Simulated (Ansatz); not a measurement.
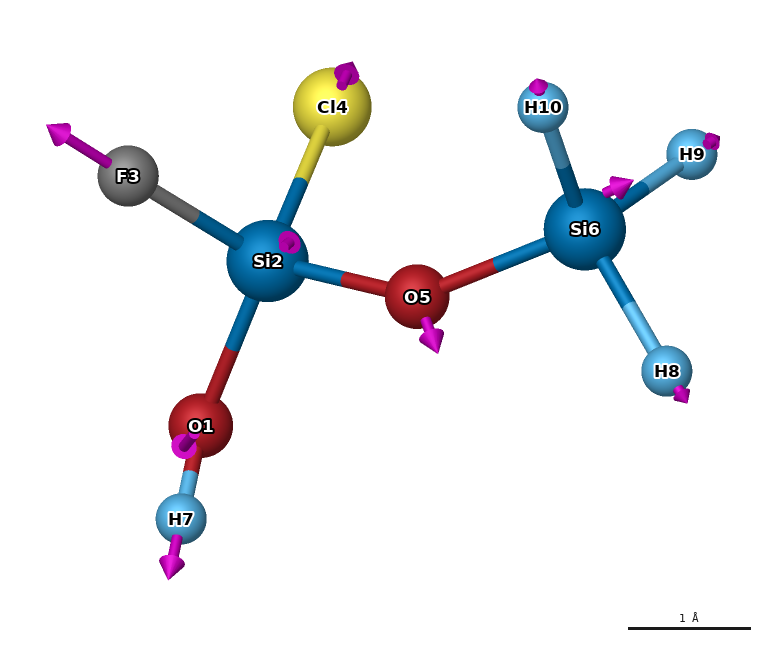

Arrows show the forces on the atoms, 1 Å of arrow for 1 eV/Å; forces under a tenth of the largest aren't drawn. Level of theory: PBE-D4/def2-TZVPP (Ansatz 0.2.0).

> On which atom is the force largest, and how large is it?

On F3: 0.71 eV/Å.

> Along which bond is the force strongest?

Si2–F3, now 1.582 Å: the forces push its atoms apart, so a first step downhill lengthens it.

List the force components in the frame of the picture (x right, y up, z towards the viewer), in eV/Å.

| atom | Fx | Fy | Fz |
| --- | --- | --- | --- |
| O1 | −0.13 | −0.16 | −0.52 |
| Si2 | 0.12 | 0.10 | −0.22 |
| F3 | −0.51 | 0.32 | 0.37 |
| Cl4 | 0.09 | 0.20 | −0.26 |
| O5 | 0.10 | −0.28 | 0.18 |
| Si6 | 0.24 | 0.11 | 0.12 |
| H7 | −0.07 | −0.35 | 0.24 |
| H8 | 0.08 | −0.12 | 0.07 |
| H9 | 0.11 | 0.07 | −0.11 |
| H10 | −0.02 | 0.11 | 0.12 |
